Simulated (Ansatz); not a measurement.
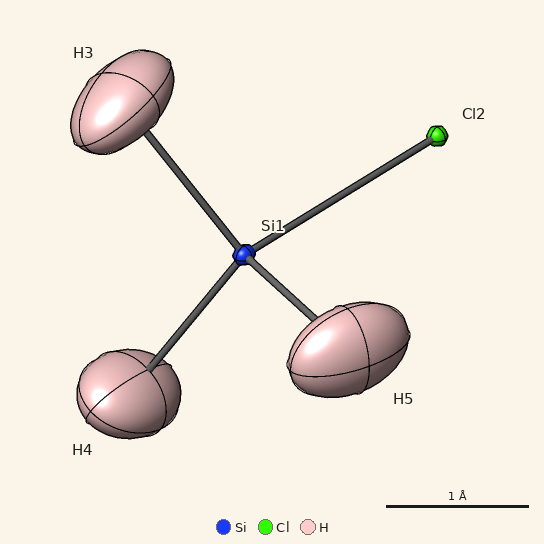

Displacement ellipsoids at the 50 % level, enlarged 2 times, from the internal vibrations of the free molecule (harmonic, no overall translation or rotation; no half-axis is drawn under 0.075 Å). Vibrations computed with RKS PBE0-D4/def2-TZVP (Ansatz 0.2.0). Temperature: 400 K.

Question: Which atom moves most?

Answer: H3, H4, H5, with U_eq = 0.0147 Å².

Question: Does H3 move more along its bond or across it?

Answer: Across it: the root-mean-square amplitude is 0.086 Å along the bond and up to 0.157 Å across, since bending and torsion are softer than stretching.

List U_eq and the three principal root-mean-square amplitudes for each kind of atom.

```tsv
atom	U_eq (Å²)	rms amplitudes (Å)
Si1	0.00034	0.011, 0.011, 0.028
Cl2	0.00019	0.004, 0.004, 0.023
H3, H4, H5	0.0147	0.085, 0.110, 0.157
```
